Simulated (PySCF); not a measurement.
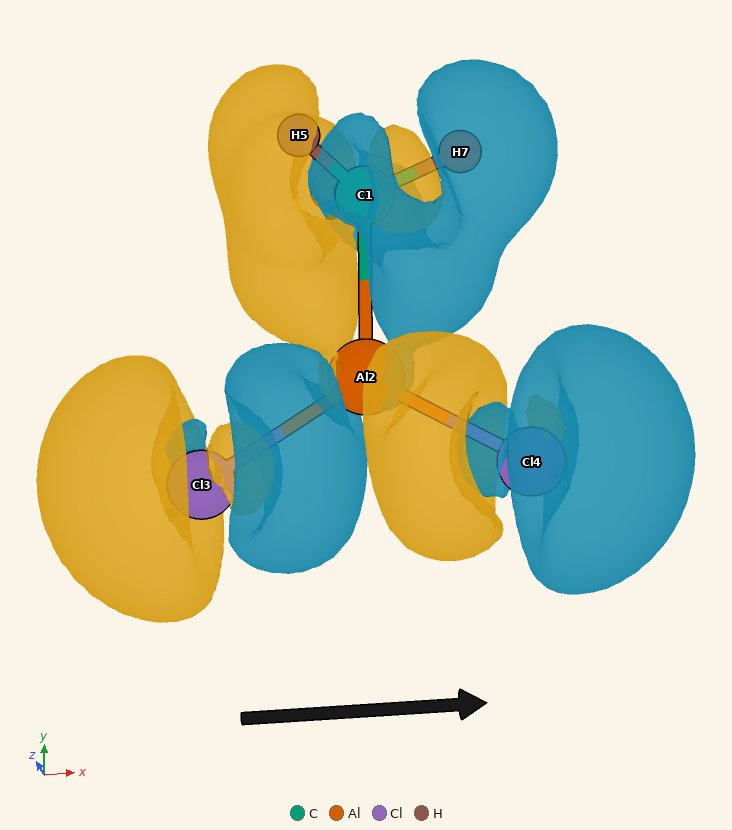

*CH$_{3}$AlCl$_{2}$, SMILES `C[Al](Cl)Cl`. Change of the electron density in a uniform field of 0.21 V/Å along +x (arrow), surfaces at ±0.001 e/Å³ (yellow: gain, teal: loss).*

Computed with PySCF, PBE0/def2-TZVP, geometry: GFN2-xTB. No frequency check shows the geometry to be a minimum. A basis without diffuse functions makes polarisabilities too small. GFN2-xTB bond lengths at metals and heavier atoms can be off by up to 0.1 Å and shapes distorted, which carries into these values.

Geometry (Å), atoms numbered from 1:

```
C1      -0.0159    2.2872   -0.0002
Al2     -0.0003    0.2987    0.0003
Cl3     -1.7363   -0.7648   -0.0001
Cl4      1.7471   -0.7456   -0.0001
H5      -0.5376    2.6849    0.8739
H6      -0.5397    2.6852   -0.8717
H7       0.9932    2.7017   -0.0022
```

How large is the response?

The induced dipole is 0.65 D (along the field); α along this axis, from the fields in both directions, is 64 bohr³ (9.5 Å³).

Which atoms gain and lose the most charge?

Electrons gather most on Cl3 (Hirshfeld charge changes by −0.017 e) and leave Cl4 most (+0.017 e); 0.056 electrons are displaced in all.
